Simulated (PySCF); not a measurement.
**One shape, several levels: BH3 (borane)**

Wanted: a comparison of 6 runs (HF/STO-3G, B3LYP/6-31G*, B2PLYP/def2-TZVPPD, revPBE/def2-TZVPPD, wB97X/def2-TZVPPD, CCSD(T)/def2-TZVPPD) of BH3 (borane). 

Program for the calculation: PySCF 2.14.0.

2 further runs of the same task are left out: 2 set aside as unsound or not needed. Runs told in other sessions of the task aren't counted.

## Step 1: Starting point

BH3: 4 atoms, total charge 0, spin state singlet. As SMILES, `B`. Geometry: relaxed at PBE0-D4/def2-TZVP.

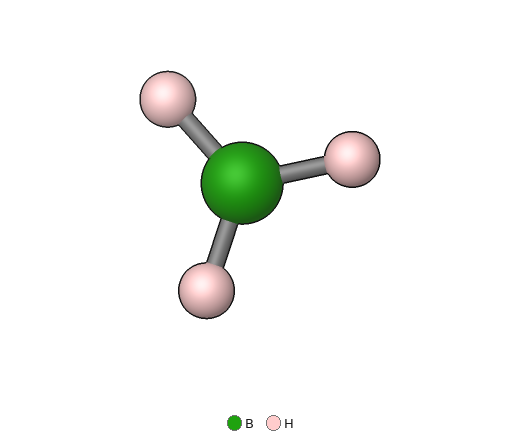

The structure, seen from a chosen angle (boron green, hydrogen pink).

## Step 2: The energy at HF/STO-3G (run 1)

Input file geometry.xyz:

```xyz
4
BH3
B      0.013900    -0.015100    -0.005100
H      0.982200     0.381700     0.568800
H     -0.276200    -1.171800     0.043000
H     -0.664400     0.744900    -0.626900
```

Input file calc.py:

```python
# B
from pyscf import gto, scf

mol = gto.M(
    atom='geometry.xyz',
    max_memory=1860,
    verbose=3,
    basis='sto-3g',
    spin=0,
)

calc0 = scf.RHF(mol)
calc0.conv_tol = 1e-10
calc0.kernel()
if not calc0.converged:
    calc0 = calc0.newton().run(calc0.mo_coeff, calc0.mo_occ)

etot = calc0.e_tot
print('E = %.10f Eh' % etot)
```

Launch:

```sh
OMP_NUM_THREADS=1 python calc.py
```

The log of the run:

```text
converged SCF energy = -26.0685875432928
E = -26.0685875433 Eh
```

Wall time 0.63 s (1 thread of Intel Xeon Platinum 8488C (Sapphire Rapids), shared host); peak memory 0.099 GiB.

## Step 3: A single-point energy at B3LYP/6-31G(d) (spherical functions) (run 2)

Input file run.py:

```python
# B
from pyscf import gto, dft

mol = gto.M(
    atom=[
    ('B', (0.013900, -0.015100, -0.005100)),
    ('H', (0.982200, 0.381700, 0.568800)),
    ('H', (-0.276200, -1.171800, 0.043000)),
    ('H', (-0.664400, 0.744900, -0.626900)),
],
    max_memory=1860,
    charge=0,
    spin=0,
    verbose=4,
    basis='6-31g*',
)

ks = dft.RKS(mol, xc='b3lyp')
ks.grids.level = 5
ks.conv_tol = 1e-10
ks.kernel()
if not ks.converged:
    ks = ks.newton().run(ks.mo_coeff, ks.mo_occ)

energy = ks.e_tot
print('E(%s) = %.9f' % ('B3LYP', energy))
```

Launch:

```sh
OMP_NUM_THREADS=1 python run.py
```

The log of the run:

```text
PySCF version 2.14.0

[INPUT] num. atoms = 4
[INPUT] num. electrons = 8
[INPUT] charge = 0
[INPUT] spin (= nelec alpha-beta = 2S) = 0
[INPUT] symmetry False subgroup None
[INPUT] Mole.unit = angstrom
[INPUT] Symbol           X                Y                Z      unit          X                Y                Z       unit  Magmom
[INPUT]  1 B      0.013900000000  -0.015100000000  -0.005100000000 AA    0.026267193131  -0.028534864481  -0.009637603235 Bohr   0.0
[INPUT]  2 H      0.982200000000   0.381700000000   0.568800000000 AA    1.856088999548   0.721308461746   1.074876219653 Bohr   0.0
[INPUT]  3 H     -0.276200000000  -1.171800000000   0.043000000000 AA   -0.521942355605  -2.214381072765   0.081258223356 Bohr   0.0
[INPUT]  4 H     -0.664400000000   0.744900000000  -0.626900000000 AA   -1.255534037161   1.407656990189  -1.184669307490 Bohr   0.0

nuclear repulsion = 7.41883823828152
number of shells = 12
number of NR pGTOs = 39
number of NR cGTOs = 20
basis = 6-31g*
ecp = {}

******** <class 'pyscf.dft.rks.RKS'> ********
method = RKS
initial guess = minao
damping factor = 0
level_shift factor = 0
DIIS = <class 'pyscf.scf.diis.CDIIS'>
diis_start_cycle = 1
diis_space = 8
diis_damp = 0
SCF conv_tol = 1e-10
SCF conv_tol_grad = None
SCF max_cycles = 50
direct_scf = True
direct_scf_tol = 1e-13
XC library pyscf.dft.libxc version 7.0.0
    S. Lehtola, C. Steigemann, M. J.T. Oliveira, and M. A.L. Marques.,  SoftwareX 7, 1–5 (2018)
XC functionals = b3lyp
    P. J. Stephens, F. J. Devlin, C. F. Chabalowski, and M. J. Frisch.,  J. Phys. Chem. 98, 11623 (1994)
radial grids:
    Treutler-Ahlrichs [JCP 102, 346 (1995); DOI:10.1063/1.469408] (M4) radial grids

becke partition: Becke, JCP 88, 2547 (1988); DOI:10.1063/1.454033
pruning grids: <function nwchem_prune>
grids dens level: 5
symmetrized grids: False
atomic radii adjust function: <function treutler_atomic_radii_adjust>
small_rho_cutoff = 0
Set gradient conv threshold to 1e-05
Initial guess from minao.
tot grids = 113784
init E= -26.3636998604891
  HOMO = -0.38481503085446  LUMO = -0.126207478308218  gap/eV = 7.03707
cycle= 1 E= -26.6091309753725  delta_E= -0.245  |g|= 0.0875  |ddm|= 1.38
  HOMO = -0.33573945086017  LUMO = -0.0523438155739546  gap/eV = 7.71159
cycle= 2 E= -26.6119197774747  delta_E= -0.00279  |g|= 0.0353  |ddm|= 0.149
  HOMO = -0.352707361912892  LUMO = -0.0678521616408341  gap/eV = 7.75130
cycle= 3 E= -26.6123750764464  delta_E= -0.000455  |g|= 0.00961  |ddm|= 0.0515
  HOMO = -0.351669751854738  LUMO = -0.0655719800792067  gap/eV = 7.78512
cycle= 4 E= -26.6124079559014  delta_E= -3.29e-05  |g|= 0.000357  |ddm|= 0.0103
  HOMO = -0.351557529883665  LUMO = -0.0655331603576967  gap/eV = 7.78312
cycle= 5 E= -26.6124080065935  delta_E= -5.07e-08  |g|= 9.85e-06  |ddm|= 0.00052
  HOMO = -0.351557465696319  LUMO = -0.0655314638276538  gap/eV = 7.78316
cycle= 6 E= -26.6124080066311  delta_E= -3.76e-11  |g|= 4.29e-07  |ddm|= 2.12e-05
  HOMO = -0.351557376188707  LUMO = -0.0655313015929575  gap/eV = 7.78317
Extra cycle  E= -26.6124080066311  delta_E= 2.84e-14  |g|= 2.14e-07  |ddm|= 7.19e-07
converged SCF energy = -26.6124080066311
E(B3LYP) = -26.612408007
```

Wall time 1.6 s (1 thread of Intel Xeon Platinum 8488C (Sapphire Rapids), shared host); peak memory 0.18 GiB.

Runs 3 to 5 aren't shown in full; the table further down has their settings and results.

## Step 4: A single-point energy at CCSD(T)/def2-TZVPPD (run 6)

Input file run.py:

```python
from pyscf import gto, scf, cc

system = gto.M(
    atom=[
    ('B', (0.013900, -0.015100, -0.005100)),
    ('H', (0.982200, 0.381700, 0.568800)),
    ('H', (-0.276200, -1.171800, 0.043000)),
    ('H', (-0.664400, 0.744900, -0.626900)),
],
    charge=0,
    spin=0,
    verbose=4,
    basis='def2-tzvppd',
    max_memory=1860,
)

calc0 = scf.RHF(system)
calc0.conv_tol = 1e-10
calc0.kernel()
if not calc0.converged:
    calc0 = calc0.newton().run(calc0.mo_coeff, calc0.mo_occ)

mycc = cc.CCSD(calc0, frozen=1)
mycc.kernel()
e_t = mycc.ccsd_t()
e_tot = mycc.e_tot + e_t
print('Final energy', e_tot)
```

Launch:

```sh
OMP_NUM_THREADS=1 python run.py
```

The log of the run:

```text
PySCF version 2.14.0

[INPUT] num. atoms = 4
[INPUT] num. electrons = 8
[INPUT] charge = 0
[INPUT] spin (= nelec alpha-beta = 2S) = 0
[INPUT] symmetry False subgroup None
[INPUT] Mole.unit = angstrom
[INPUT] Symbol           X                Y                Z      unit          X                Y                Z       unit  Magmom
[INPUT]  1 B      0.013900000000  -0.015100000000  -0.005100000000 AA    0.026267193131  -0.028534864481  -0.009637603235 Bohr   0.0
[INPUT]  2 H      0.982200000000   0.381700000000   0.568800000000 AA    1.856088999548   0.721308461746   1.074876219653 Bohr   0.0
[INPUT]  3 H     -0.276200000000  -1.171800000000   0.043000000000 AA   -0.521942355605  -2.214381072765   0.081258223356 Bohr   0.0
[INPUT]  4 H     -0.664400000000   0.744900000000  -0.626900000000 AA   -1.255534037161   1.407656990189  -1.184669307490 Bohr   0.0

nuclear repulsion = 7.41883823828152
number of shells = 34
number of NR pGTOs = 109
number of NR cGTOs = 88
basis = def2-tzvppd
ecp = {}

******** <class 'pyscf.scf.hf.RHF'> ********
method = RHF
initial guess = minao
damping factor = 0
level_shift factor = 0
DIIS = <class 'pyscf.scf.diis.CDIIS'>
diis_start_cycle = 1
diis_space = 8
diis_damp = 0
SCF conv_tol = 1e-10
SCF conv_tol_grad = None
SCF max_cycles = 50
direct_scf = True
direct_scf_tol = 1e-13
Set gradient conv threshold to 1e-05
[... 1 set-up line as earlier in the session ...]
init E= -26.1126904521597
  HOMO = -0.378701881935521  LUMO = -0.0253349578702959  gap/eV = 9.61560
cycle= 1 E= -26.3843153665193  delta_E= -0.272  |g|= 0.186  |ddm|= 1.05
  HOMO = -0.513653084854167  LUMO = 0.0359608329235928  gap/eV = 14.95576
cycle= 2 E= -26.3996445158784  delta_E= -0.0153  |g|= 0.0462  |ddm|= 0.171
  HOMO = -0.494069847569928  LUMO = 0.0480862490236528  gap/eV = 14.75282
cycle= 3 E= -26.4006062286516  delta_E= -0.000962  |g|= 0.00936  |ddm|= 0.0674
  HOMO = -0.497720301311383  LUMO = 0.0480813158064685  gap/eV = 14.85202
cycle= 4 E= -26.4006554580871  delta_E= -4.92e-05  |g|= 0.000785  |ddm|= 0.0164
  HOMO = -0.497812924801428  LUMO = 0.0480888427916937  gap/eV = 14.85474
cycle= 5 E= -26.4006558719605  delta_E= -4.14e-07  |g|= 0.000125  |ddm|= 0.00153
  HOMO = -0.497805150903747  LUMO = 0.048091700903322  gap/eV = 14.85461
cycle= 6 E= -26.4006558834976  delta_E= -1.15e-08  |g|= 1.83e-05  |ddm|= 0.000276
  HOMO = -0.497803240046393  LUMO = 0.0480916792467682  gap/eV = 14.85456
cycle= 7 E= -26.4006558837781  delta_E= -2.8e-10  |g|= 1.59e-06  |ddm|= 5.18e-05
  HOMO = -0.497803172430745  LUMO = 0.0480916708100811  gap/eV = 14.85456
cycle= 8 E= -26.4006558837803  delta_E= -2.23e-12  |g|= 1.23e-07  |ddm|= 6.75e-06
  HOMO = -0.497803171149062  LUMO = 0.0480916678406659  gap/eV = 14.85456
Extra cycle  E= -26.4006558837801  delta_E= 1.99e-13  |g|= 3.01e-08  |ddm|= 3.88e-07
converged SCF energy = -26.4006558837801

******** <class 'pyscf.cc.ccsd.CCSD'> ********
CC2 = 0
CCSD nocc = 3, nmo = 87
frozen orbitals 1
max_cycle = 50
direct = 0
conv_tol = 1e-07
conv_tol_normt = 1e-05
diis_space = 6
diis_start_cycle = 0
diis_start_energy_diff = 1e+09
Init t2, MP2 energy = -26.514187281138  E_corr(MP2) -0.113531397357873
Init E_corr(CCSD) = -0.113531397357874
cycle = 1  E_corr(CCSD) = -0.129676571674893  dE = -0.0161451743  norm(t1,t2) = 0.0306666
cycle = 2  E_corr(CCSD) = -0.133622979738456  dE = -0.00394640806  norm(t1,t2) = 0.0100824
cycle = 3  E_corr(CCSD) = -0.135388062393491  dE = -0.00176508266  norm(t1,t2) = 0.00380094
cycle = 4  E_corr(CCSD) = -0.135370531992753  dE = 1.75304007e-05  norm(t1,t2) = 0.000452289
cycle = 5  E_corr(CCSD) = -0.135350697312321  dE = 1.98346804e-05  norm(t1,t2) = 0.000137827
cycle = 6  E_corr(CCSD) = -0.135351654975962  dE = -9.57663641e-07  norm(t1,t2) = 4.31101e-05
cycle = 7  E_corr(CCSD) = -0.135352112575774  dE = -4.57599812e-07  norm(t1,t2) = 1.16502e-05
cycle = 8  E_corr(CCSD) = -0.135352050828613  dE = 6.1747161e-08  norm(t1,t2) = 3.79807e-06
CCSD converged
E(CCSD) = -26.53600793460871  E_corr = -0.1353520508286134
CCSD(T) correction = -0.00253608169889229
Final energy -26.5385440163076
```

It took 6.3 s on 1 thread of Intel Xeon Platinum 8488C (Sapphire Rapids), shared host; peak memory 0.39 GiB.

## Step 5: All runs side by side

| run | level | integration grid | frozen core orbitals | energy (Eh) | dipole moment (D) of the reference | HOMO energy (eV) | LUMO energy (eV) | wall time |
| --- | --- | --- | --- | --- | --- | --- | --- | --- |
| 1 | HF/STO-3G | – | – | -26.068588 | 0.00 | -12.56 | 6.52 | 0.63 s |
| 2 | B3LYP/6-31G* (spherical functions) | 5 | – | -26.612408 | 0.00 | -9.57 | -1.78 | 1.6 s |
| 3 | B2PLYP/def2-TZVPPD | 5 | 1 | -26.581031 | 0.00 | -11.31 | -0.61 | 5.4 s |
| 4 | revPBE/def2-TZVPPD | 5 | – | -26.602410 | 0.00 | -8.47 | -2.94 | 5.4 s |
| 5 | wB97X/def2-TZVPPD | 5 | – | -26.605906 | 0.00 | -12.51 | 0.39 | 7.8 s |
| 6 | CCSD(T)/def2-TZVPPD | – | 1 | -26.538544 | 0.00 | -13.55 | 1.31 | 6.3 s |

## Step 6: What came out

```
                                         quantity         value
                              run 6: total energy  -26.53854 Eh
      run 6: dipole moment (Hartree–Fock density)        0.00 D
       run 6: HOMO energy (Hartree–Fock orbitals)     -13.55 eV
       run 6: LUMO energy (Hartree–Fock orbitals)       1.31 eV
     run 6: HOMO–LUMO gap (Hartree–Fock orbitals)      14.85 eV
run 6: correlation energy (1 core orbital frozen)    -137.9 mEh
                            run 6: (T) correction     -2.54 mEh
                             run 6: T1 diagnostic         0.006
```

**Reading.** Over runs 1, 2, 3, 4, 5 the HOMO–LUMO gap runs from 5.52 eV (revPBE/def2-TZVPPD) to 19.08 eV (HF/STO-3G). The two ends differ in method and basis. Totals of different functionals can't be ranked against each other. In run 1 the basis is minimal, so the values are rough. All runs together took 27 s, the longest 7.8 s.
